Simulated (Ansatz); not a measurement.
# Cs2AgBiBr6 (Fm-3m): given cell or relaxed cell?

Wanted: the change of the gap of Cs2AgBiBr6 (Fm-3m) on relaxing cell and ions.

Main program and level: Ansatz 0.2.0; PBE, HSE06 and G0W0, plane waves, PAW.

In doubt: one-shot GW on d or f shells is unsure (steps 6, 7), so the values of those runs are not to be relied on.

**1. The structure**

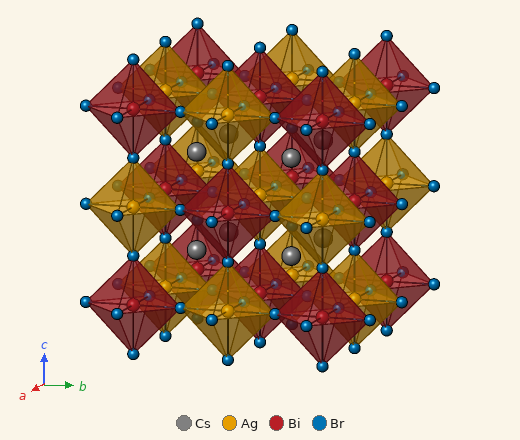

The cell as given, slightly off an axis (caesium grey, silver orange, bismuth red, bromine blue). This picture shows the conventional cell, with its axes. Some periodic images of atoms are drawn too.

The cell and positions come from the Crystallography Open Database and are kept as given unless a step says otherwise. Spin-orbit coupling is left out unless a step names it. The default PAW set here is soft_2. Its files were made with PBE.

**2. PBE bands at the given cell**

Levels along a band path, at the cheap level, show where the edges lie and whether the meshes to come will hold them.

This step: DFT, PBE, plane waves, PAW.

File input.yaml:

```yaml
crystal:
  lattice:
    - [0.0, 5.6161, 5.6161]
    - [5.6161, 0.0, 5.6161]
    - [5.6161, 5.6161, 0.0]
  atoms:
    - { symbol: Cs, position: [0.25, 0.25, 0.25] }
    - { symbol: Cs, position: [0.75, 0.75, 0.75] }
    - { symbol: Ag, position: [0.5, 0.5, 0.5] }
    - { symbol: Bi, position: [0.0, 0.0, 0.0] }
    - { symbol: Br, position: [0.25055, 0.74945, 0.25055] }
    - { symbol: Br, position: [0.25055, 0.74945, 0.74945] }
    - { symbol: Br, position: [0.74945, 0.25055, 0.74945] }
    - { symbol: Br, position: [0.74945, 0.25055, 0.25055] }
    - { symbol: Br, position: [0.25055, 0.25055, 0.74945] }
    - { symbol: Br, position: [0.74945, 0.74945, 0.25055] }
kpoints:
  mp_grid: { grid: [4, 4, 4] }
  band_path:
    path:
      - [[0.0, 0.0, 0.0], [0.5, 0.0, 0.5], [0.625, 0.25, 0.625]]
      - [[0.375, 0.375, 0.75], [0.0, 0.0, 0.0], [0.5, 0.5, 0.5], [0.5, 0.25, 0.75], [0.5, 0.0, 0.5]]
    npoints: 10
hamiltonian:
  xc: pbe
scf:
  occupations: { method: fermi_dirac, width: 0.02 }
  n_extra_bands: 7
output:
  eigenvalues: true
  write_density: true
  write_potential: true
  elf: true
  volumetric_format: npy
```

On the command line:

```console
$ ansatz run input.yaml --threads 3 --pin off --max-ram 92160MiB --backend cuda --events-out ev --progress --plain --runs-dir out --devices 1 --max-vram 13GiB
```

Numbers of over 12 decimals in the logs are rounded to 6 here.

The log of the run:

```text
scf.n_extra_bands = 7 over 47 filled bands (N_el = 94.0): the run solves 54 bands
GPUs: using 1 of 1 available (devices: 1).
Engine: ansatz 0.2.0, x86_64-unknown-linux-gnu
Pseudopotentials: kind: paw
Pseudopotential: Cs, paw, valence charge 9, recommended cutoff 420 eV (normal), Cs.paw.azcp
Pseudopotential: Ag, paw, valence charge 19, recommended cutoff 420 eV (normal), Ag.paw.azcp
Pseudopotential: Bi, paw, valence charge 15, recommended cutoff 420 eV (normal), Bi.paw.azcp
Pseudopotential: Br, paw, valence charge 7, recommended cutoff 420 eV (normal), Br.paw.azcp
Functional definition: PBE
  parameter kappa = 0.804
  parameter beta = 0.066725
  exchange = pbe_x(kappa = kappa, mu = beta*pi^2/3)
  correlation = pbe_c(beta = beta)
device memory: the entry about to start is reckoned to put 5.8 GiB on a device that reports 30.3 GiB free (of which the cap on the GPU budget leaves the run 13.0 GiB)
GPU FFT provider: cuFFT
GPU libraries: cuBLAS 13.8.2, cuFFT 12.4.0, cuSOLVER 12.3.4
Crystal: 10 atoms, lattice volume = 354.270 Å³
Basis set: ecut = 420 eV, 6879 PW (Γ)
Bands: 54, of which v1, the nominal top of the filled ones, is band 47 counted from 1 (46 counted from 0)
Symmetry: 48 space group operations
Space group: Fm-3m (ITA 225), of the structure as read, at distance tolerance 7.1e-5 Å
k-points: 8 of 64
Non-local potential: Cs, projectors of the file, l = 0: 3, l = 1: 2, l = 2: 2, l = 3: 2
Non-local potential: Ag, projectors of the file, l = 0: 3, l = 1: 2, l = 2: 2, l = 3: 1
Non-local potential: Bi, projectors of the file, l = 0: 2, l = 1: 2, l = 2: 2, l = 3: 2
Non-local potential: Br, projectors of the file, l = 0: 2, l = 1: 2, l = 2: 2
PAW form: soft (Blöchl's): semilocal exchange-correlation on the pseudo side does not see the compensation charge
PAW one-centre angular grid: Cs, 194 points (default); XC on 64 Gauss nodes
PAW one-centre angular grid: Ag, 590 points (default); XC on 64 Gauss nodes
PAW one-centre angular grid: Bi, 590 points (default); XC on 64 Gauss nodes
PAW one-centre angular grid: Br, 110 points (default); XC on 64 Gauss nodes
Initial density: superposition of atomic densities (neutral atoms: chi_scale 0, normalization atom), corrected by the library's trained network
Initial wavefunctions: pseudopotential atomic-orbital guess
GPU buffer pool allocated for 157464 grid points (all kernels)
GPU transforms: local potential and band sums: pruned to the plane-wave sphere, on 54×54×54
Functional: x = pbe(κ = 0.804, μ = 0.219515), c = pbe(β = 0.066725)
SCF iter   1: F=—  HF=-48039.029663 eV  |F-HF|=—  |Δ(HF+E_count)|=         —  Δρ=7.39e-4  dr2=1.57e-3  ethr=1.77e-3  ⟨swp⟩=12.0  Hψ=2184  notcnv=0
preconditioner: auto → Resta (q_TF=auto, 2.187 Å⁻¹)  ε∞=4.0  [insulator: Δε(μ)=1.245 eV  Ē_g=9.725 eV  σ=0.020 eV  W_gap=1.00  n_scr=58 (ndim 8)  ℏωp=16.7 eV  f_vac=0.040  D(μ)=0.00/eV (n_scr^D=0)  ε∞_Penn≈4.0]
SCF iter   2: F=—  HF=-48039.034582 eV  |F-HF|=—  |Δ(HF+E_count)|=   4.92e-3  Δρ=3.74e-4  dr2=6.19e-4  ethr=1.67e-6  ⟨swp⟩=3.0  Hψ=1228  notcnv=0  defer=18
SCF iter   3: F=—  HF=-48039.034767 eV  |F-HF|=—  |Δ(HF+E_count)|=   1.85e-4  Δρ=1.08e-4  dr2=6.22e-5  ethr=6.59e-7  ⟨swp⟩=2.0  Hψ=672  notcnv=0  defer=18
SCF iter   4: F=—  HF=-48039.035232 eV  |F-HF|=—  |Δ(HF+E_count)|=   4.65e-4  Δρ=4.66e-5  dr2=7.30e-6  ethr=6.61e-8  ⟨swp⟩=2.0  Hψ=616  notcnv=0  defer=18
SCF iter   5: F=—  HF=-48039.035240 eV  |F-HF|=—  |Δ(HF+E_count)|=   8.67e-6  Δρ=1.98e-5  dr2=1.78e-6  ethr=7.76e-9  ⟨swp⟩=2.0  Hψ=778  notcnv=0  defer=18
SCF iter   6: F=—  HF=-48039.035241 eV  |F-HF|=—  |Δ(HF+E_count)|=   9.79e-7  Δρ=4.83e-6  dr2=1.19e-7  ethr=1.89e-9  ⟨swp⟩=2.0  Hψ=778  notcnv=0  defer=18
SCF iter   7: F=-48039.035242 eV  HF=-48039.035242 eV  |F-HF|=2.27e-8  |Δ(HF+E_count)|=   1.56e-7  Δρ=1.38e-6  dr2=1.09e-8  ethr=1.06e-10  ⟨swp⟩=11.0  Hψ=1276  notcnv=0
SCF 1 converged in 7 iterations: F = -48039.035242 eV  dr2 = 1.09e-8
[...]
device memory: the entry about to start is reckoned to put 4.5 GiB on a device that reports 30.2 GiB free (of which the cap on the GPU budget leaves the run 13.0 GiB)
NSCF: frozen V_eff on 62 k-points
SCF converged after 7 iterations
Free energy (F): -48039.035242 eV
Harris-Foulkes:  -48039.035242 eV  (|F-HF|=2.27e-8)
Internal energy: -48039.035242 eV  (E = F + TS)
E sigma→0 (E₀):  -48039.035242 eV
Fermi energy:    5.079953 eV
--- Per-component energies (eV) ---
  E_band       = -798.367307
  E_kinetic    = 1916.266579
  E_local      = -8312.161333  (includes V_loc(G=0)·N_el)
  E_nonlocal   = 1128.610779
  E_hartree    = 3268.066347
  E_xc         = -2272.959834
  E_vxc        = -1254.565960  (∫ρ·V_xc dr)
  E_paw        = -38180.889337  (= ΣΔE_a)
  E_vpaw       = -812.646622  (= ΣTr[D̂ρ^β])
  E_aug_tail   = -0.000082  (compensation charges beyond the density's cutoff)
  E_ewald      = -5585.968359
  E_smearing   = -0.000000  (= −TS)
  E_closure    = 0.000000  (closes the sum)
  Σ components = -48039.035242   (vs F -48039.035242, Δ=0.00e0)
--- Band table (eV; the first three rows and the last of 8) ---
  k-point 0: bands = [... 43 lower, 3.2020, 3.2020, 3.7514, 3.7514, 6.7616, 6.7616, 6.7616, 8.0544, ... 3 higher]
  k-point 1: bands = [... 43 lower, 2.9205, 3.1017, 3.3644, 3.3644, 6.2342, 7.4551, 7.4551, 8.6164, ... 3 higher]
  k-point 2: bands = [... 43 lower, 2.9037, 3.0616, 3.1647, 3.1647, 5.7145, 8.1643, 8.1643, 9.3675, ... 3 higher]
  k-point 7: bands = [... 43 lower, 2.9531, 2.9531, 3.1543, 4.3489, 7.0822, 7.4749, 7.4749, 9.7354, ... 3 higher]
```

Wall time 8.7 s (1 × NVIDIA H100 80GB HBM3 (shared by 6 runs) with 3 threads of AMD EPYC 7R13 (Zen 3), shared host); peak memory 1.1 GiB; 19 s of CPU time.

The column dr2 measures how far the density is from self-consistency, as an energy; F and HF (Harris–Foulkes) agree once it is small.

This step gave:

| Quantity | Value |
| --- | --- |
| filled bands | 47 |
| gap | 1.264 eV |
| valence top at | X |
| conduction bottom at | L |
| least direct gap | 2.343 eV |

The gap is indirect, with the least direct gap 1.08 eV higher.

**3. The relaxed cell**

Cell and ions were relaxed with PBE; that run is not shown. It left this cell:

Symmetry: Fm-3m, No. 225, cubic system. Conventional cell: a = 11.484 Å, b = 11.484 Å, c = 11.484 Å, α = 90.00°, β = 90.00°, γ = 90.00°. Nearest to Cs lie 12 Br at 4.06 Å. Ag has 6 Br at 2.86 Å nearest. Nearest to Bi lie 6 Br at 2.89 Å. Nearest to Br lie 1 Ag at 2.86 Å and 1 Bi at 2.89 Å and 4 Cs at 4.06 Å. Farther neighbours and most contacts between anions are not listed.

**4. PBE at the relaxed cell**

The cell differs from the one that the last finished run ended in (a 7.942 → 8.120 Å, b 7.942 → 8.120 Å, c 7.942 → 8.120 Å).

input.yaml, the sections that differ from step 2:

```yaml
crystal:
  lattice:
    - [0.0, 5.741940158, 5.741940158]
    - [5.741940158, 0.0, 5.741940158]
    - [5.741940158, 5.741940158, 0.0]
  atoms:
    - { symbol: Cs, position: [0.25, 0.25, 0.25] }
    - { symbol: Cs, position: [0.75, 0.75, 0.75] }
    - { symbol: Ag, position: [0.5, 0.5, 0.5] }
    - { symbol: Bi, position: [0.0, 0.0, 0.0] }
    - { symbol: Br, position: [0.2513074051, 0.7486925949, 0.2513074051] }
    - { symbol: Br, position: [0.2513074051, 0.7486925949, 0.7486925949] }
    - { symbol: Br, position: [0.7486925949, 0.2513074051, 0.7486925949] }
    - { symbol: Br, position: [0.7486925949, 0.2513074051, 0.2513074051] }
    - { symbol: Br, position: [0.2513074051, 0.2513074051, 0.7486925949] }
    - { symbol: Br, position: [0.7486925949, 0.7486925949, 0.2513074051] }
# kpoints, hamiltonian, scf, output: as in step 2
```

The log of the run:

```text
[...]
GPUs: using 1 of 1 available (devices: 1).
[...]
GPU FFT provider: cuFFT
GPU libraries: cuBLAS 13.8.2, cuFFT 12.4.0, cuSOLVER 12.3.4
Crystal: 10 atoms, lattice volume = 378.622 Å³
Basis set: ecut = 420 eV, 7391 PW (Γ)
Bands: 54, of which v1, the nominal top of the filled ones, is band 47 counted from 1 (46 counted from 0)
[... 1 set-up line as in the run before ...]
[...]
k-points: 8 of 64
[...]
--- Band table (eV; the first three rows and the last of 8) ---
  k-point 0: bands = [... 43 lower, 2.5920, 2.5920, 3.0193, 3.0193, 5.9118, 5.9118, 5.9118, 7.2848, ... 3 higher]
  k-point 1: bands = [... 43 lower, 2.3219, 2.5045, 2.6868, 2.6868, 5.3895, 6.5144, 6.5144, 7.8444, ... 3 higher]
  k-point 2: bands = [... 43 lower, 2.3177, 2.3243, 2.5266, 2.5266, 4.9033, 7.1120, 7.1120, 8.6254, ... 3 higher]
  k-point 7: bands = [... 43 lower, 2.3678, 2.3678, 2.4941, 3.4903, 6.1592, 6.5082, 6.5082, 8.6840, ... 3 higher]
[key lines of the parts left out:]
SCF converged after 7 iterations
Free energy (F): -48039.172541 eV
Fermi energy:    4.237343 eV
```

Elapsed: 9.8 s, on 1 × NVIDIA H100 80GB HBM3 (shared by 6 runs) with 3 threads; peak memory 1.1 GiB.

This step gave:

| Property | Result |
| --- | --- |
| gap | 1.327 eV |
| valence top at | X |
| conduction bottom at | L |
| least direct gap | 2.283 eV |

The gap is indirect, with the least direct gap 0.96 eV higher.

**5. HSE06 at the relaxed cell**

The screened hybrid is the usual rung above semilocal functionals: a quarter of exact exchange, cut off beyond a few ångström.

This step: DFT, HSE06, plane waves, PAW.

input.yaml, as its differences from that of step 4:

```diff
@@ -17,12 +17,17 @@
 kpoints:
-  mp_grid: { grid: [4, 4, 4] }
+  mp_grid: { grid: [2, 2, 2] }
   band_path:
     path:
-      - [[0.0, 0.0, 0.0], [0.5, 0.0, 0.5], [0.625, 0.25, 0.625]]
-      - [[0.375, 0.375, 0.75], [0.0, 0.0, 0.0], [0.5, 0.5, 0.5], [0.5, 0.25, 0.75], [0.5, 0.0, 0.5]]
-    npoints: 10
+      - [0.0, 0.0, 0.0]
+      - [0.5, 0.0, 0.5]
+      - [0.625, 0.25, 0.625]
+      - [0.375, 0.375, 0.75]
+      - [0.5, 0.5, 0.5]
+      - [0.5, 0.25, 0.75]
+      - [0.5, 0.4, 0.6]
+    npoints: 1
 hamiltonian:
-  xc: pbe
+  xc: hse06
 scf:
-  occupations: { method: fermi_dirac, width: 0.02 }
+  occupations: { method: fixed }
   n_extra_bands: 7
@@ -30,5 +35 @@
   eigenvalues: true
-  write_density: true
-  write_potential: true
-  elf: true
-  volumetric_format: npy
```

The log of the run:

```text
[...]
GPUs: using 1 of 1 available (devices: 1).
[...]
davidson cushion auto → on  (no smearing: the cushion is to keep the highest requested band from converging to the state above it; pin scf.eigensolver.cushion to override)
[...]
GPU FFT provider: cuFFT
GPU libraries: cuBLAS 13.8.2, cuFFT 12.4.0, cuSOLVER 12.3.4
Crystal: 10 atoms, lattice volume = 378.622 Å³
Basis set: ecut = 420 eV, 7391 PW (Γ)
[...]
Free energy (F): -48067.600328 eV
Frozen-core exchange: fock
[...]
Internal energy: -48067.600328 eV  (E = F + TS)
E sigma→0 (E₀):  -48067.600328 eV
Fermi energy:    2.927159 eV
[...]
--- Band table (eV) ---
  k-point 0: bands = [... 43 lower, 1.7610, 1.7610, 2.1894, 2.1894, 6.1006, 6.1006, 6.1006, 7.6175, ... 3 higher]
  k-point 1: bands = [... 43 lower, 1.4901, 1.6689, 1.6689, 1.7162, 5.1354, 7.3233, 7.3233, 8.9729, ... 3 higher]
  k-point 2: bands = [... 43 lower, 1.3182, 1.7479, 2.1837, 2.9272, 6.5413, 6.5413, 6.8726, 8.4896, ... 3 higher]
```

The job ended after 27 s (1 × NVIDIA H100 80GB HBM3 (shared by 6 runs) with 3 threads; peak memory 1.3 GiB).

Numbers from this step:

```
gap                  : 2.208 eV
valence top at       : X
conduction bottom at : L
least direct gap     : 3.200 eV
```

The gap stands +0.88 eV against PBE.

**6. G0W0 at the relaxed cell**

Now the one-shot GW correction: screening in the RPA, then the self-energy of the levels asked for.

This step: G0W0 on PBE, plane waves, PAW.

input.yaml, as its differences from that of step 5:

```diff
@@ -18,18 +18,11 @@
   mp_grid: { grid: [2, 2, 2] }
-  band_path:
-    path:
-      - [0.0, 0.0, 0.0]
-      - [0.5, 0.0, 0.5]
-      - [0.625, 0.25, 0.625]
-      - [0.375, 0.375, 0.75]
-      - [0.5, 0.5, 0.5]
-      - [0.5, 0.25, 0.75]
-      - [0.5, 0.4, 0.6]
-    npoints: 1
 hamiltonian:
-  xc: hse06
+  xc: pbe
 scf:
   occupations: { method: fixed }
-  n_extra_bands: 7
-output:
-  eigenvalues: true
+gw:
+  n_empty_bands: 525
+  ecut_chi: 72
+  qp_bands: [v3, c3]
+  qp_kpoints: band_edges
+  screening: { model: contour_deformation }
```

The log of the run:

```text
GPUs: using 1 of 1 available (devices: 1).
[...]
GPU FFT provider: cuFFT
GPU libraries: cuBLAS 13.8.2, cuFFT 12.4.0, cuSOLVER 12.3.4
Crystal: 10 atoms, lattice volume = 378.622 Å³
Basis set: ecut = 420 eV, 7391 PW (Γ)
Bands: 57, of which v1, the nominal top of the filled ones, is band 47 counted from 1 (46 counted from 0)
[... 1 set-up line as in the run before ...]
[...]
k-points: 3 of 8
[...]
2    45      2.5953   -19.7132     2.9851   -15.8591  0.7367     1.7026     1.7263  root
     2    46      3.0354   -26.2108     3.4169   -22.2236  0.7349     2.4562     2.4651  root
     2    47      3.5919   -24.2666     2.6398   -21.1706  0.7487     3.1310     3.1358  root
     2    48      6.3219   -10.3570    -3.3347   -14.2552  0.7599     6.8939     6.8853  root
     2    49      6.3219   -10.3570    -3.3347   -14.2552  0.7599     6.8939     6.8853  root
     2    50      6.6356   -10.8447    -3.4175   -14.8657  0.7515     7.2510     7.2391  root
[key lines of the parts left out:]
SCF converged after 6 iterations
Free energy (F): -48039.000113 eV
Fermi energy:    3.591922 eV
```

The job ended after 13 s (1 × NVIDIA H100 80GB HBM3 (shared by 6 runs) with 3 threads; peak memory 1.6 GiB).

Numbers from this step:

| Property | Result |
| --- | --- |
| bands summed | 572 |
| RPA ε∞ on this mesh (eigenvalues) | 5.609, 5.609, 5.609 |
| plane waves in the screening matrix | 531 |
| G0W0 gap on the mesh | 2.236 eV |
| k of the valence top | 0, -0.5, -0.5 |
| k of the conduction bottom | 0, 0, -0.5 |
| starting gap on the mesh | 1.296 eV |
| least direct G0W0 gap on the computed points | 3.578 eV |

The gap on the mesh goes from 1.30 eV to 2.24 eV, a correction of +0.94 eV. Between the two edge states, bare exchange in place of the xc potential would open the gap by 6.88 eV, and correlation takes back 5.94 eV. The start differs from the 1.33 eV found before because the density comes from another mesh.

**7. G0W0 at the given cell**

File input.yaml:

```yaml
crystal:
  lattice:
    - [0.0, 5.6161, 5.6161]
    - [5.6161, 0.0, 5.6161]
    - [5.6161, 5.6161, 0.0]
  atoms:
    - { symbol: Cs, position: [0.25, 0.25, 0.25] }
    - { symbol: Cs, position: [0.75, 0.75, 0.75] }
    - { symbol: Ag, position: [0.5, 0.5, 0.5] }
    - { symbol: Bi, position: [0.0, 0.0, 0.0] }
    - { symbol: Br, position: [0.25055, 0.74945, 0.25055] }
    - { symbol: Br, position: [0.25055, 0.74945, 0.74945] }
    - { symbol: Br, position: [0.74945, 0.25055, 0.74945] }
    - { symbol: Br, position: [0.74945, 0.25055, 0.25055] }
    - { symbol: Br, position: [0.25055, 0.25055, 0.74945] }
    - { symbol: Br, position: [0.74945, 0.74945, 0.25055] }
kpoints:
  mp_grid: { grid: [2, 2, 2] }
hamiltonian:
  xc: pbe
scf:
  occupations: { method: fixed }
gw:
  n_empty_bands: 491
  ecut_chi: 72
  qp_bands: [v3, c3]
  qp_kpoints: band_edges
  screening: { model: contour_deformation }
```

The log of the run:

```text
GPUs: using 1 of 1 available (devices: 1).
[...]
GPU FFT provider: cuFFT
GPU libraries: cuBLAS 13.8.2, cuFFT 12.4.0, cuSOLVER 12.3.4
Crystal: 10 atoms, lattice volume = 354.270 Å³
Basis set: ecut = 420 eV, 6879 PW (Γ)
Bands: 57, of which v1, the nominal top of the filled ones, is band 47 counted from 1 (46 counted from 0)
[... 1 set-up line as in the run before ...]
[...]
k-points: 3 of 8
[...]
1    46      3.1829   -23.2056     3.3616   -19.1260  0.7422     2.4490     2.4649  root
[...]
2    47      4.4673   -24.3395     2.5651   -21.3670  0.7586     4.0565     4.0598  root
     2    48      7.2559   -10.3862    -3.3895   -14.3640  0.7691     7.8525     7.8441  root
     2    49      7.2559   -10.3862    -3.3895   -14.3640  0.7691     7.8525     7.8441  root
     2    50      7.6269   -10.8628    -3.4825   -14.9798  0.7605     8.2732     8.2613  root
[key lines of the parts left out:]
SCF converged after 6 iterations
Free energy (F): -48038.831664 eV
Fermi energy:    4.467299 eV
```

Run time: 18 s. Hardware: 1 × NVIDIA H100 80GB HBM3 (shared by 6 runs) with 3 threads; peak memory 1.5 GiB; 11 s of CPU time.

Numbers from this step:

| Item | Value |
| --- | --- |
| bands summed | 538 |
| RPA ε∞ on this mesh (eigenvalues) | 5.830, 5.830, 5.830 |
| plane waves in the screening matrix | 531 |
| G0W0 gap on the mesh | 2.152 eV |
| k of the valence top | 0, -0.5, -0.5 |
| k of the conduction bottom | 0, 0, -0.5 |
| starting gap on the mesh | 1.234 eV |
| least direct G0W0 gap on the computed points | 3.684 eV |

The gap on the mesh goes from 1.23 eV to 2.15 eV, a correction of +0.92 eV. Between the two edge states, bare exchange in place of the xc potential would open the gap by 6.82 eV, and correlation takes back 5.90 eV. The start differs from the 1.26 eV found before because the density comes from another mesh.

**8. Together**

G0W0 rows are gaps on the mesh, lowered by the amount that the mesh misses the start's edges, a rough step that assumes the same correction there.

```csv
level,given cell (eV),relaxed cell (eV),change (eV)
PBE,1.26,1.33,+0.06
HSE06,-,2.21,-
G0W0@PBE,2.15,2.24,+0.08
```

**9. Results**

```yaml
volume_change: +6.9 %
pbe_given_cell: 1.26 eV
pbe_relaxed_cell: 1.33 eV
hse06_relaxed_cell: 2.21 eV
g0w0_pbe_relaxed_cell: 2.24 eV
g0w0_pbe_given_cell: 2.15 eV
known_limits: not at the basis limit; d shell near the gap, gap tends to lie low; no spin-orbit coupling; coarse k mesh
```

In words: Relaxation changes the volume by +6.9 % and the gap by +0.06 eV (PBE) and +0.08 eV (G0W0@PBE). Bands and cutoff are finite, so the gap is not at the basis limit. The miss can reach some tenths of an eV and take either sign; the mesh is an error of its own. The 2×2×2 mesh is coarse for this cell (its supercell is 16 Å along the shortest edge). The RPA ε∞ on it, from the PBE start, is 5.83; such meshes misread the long-range screening, most where the gap is narrow. Where an edge is built on 6p states of lead, bismuth or thallium, scalar-relativistic gaps usually stand too wide, by a few tenths to over one eV. A d shell, filled or nearly so, lies near the gap. One-shot GW converges very slowly in bands there, not always from below, and on a semilocal start the gap tends to come out low; starts rich in exact exchange can overshoot instead. The many-body steps are scalar-relativistic: spin-orbit coupling is not in them.

[Paths, hosts, dates, memory and timing lines, banners, echoed tables and standing remarks are left out of the program output.]

[Logs are printed without paths, hosts, clocks, repeated set-up lines and the standing remarks that a program may print on its own settings, such as how far it seeks lower states.]

[Runs of the session that timed out or met a known fault of the program may be left out.]

[Cells called generated may have been cut or substituted from an entry of the Crystallography Open Database or the Materials Project.]

[Hosts, paths, dates, database ids (printed as entryN), source tags and the programs' standing remarks are cut or masked in the printed files.]
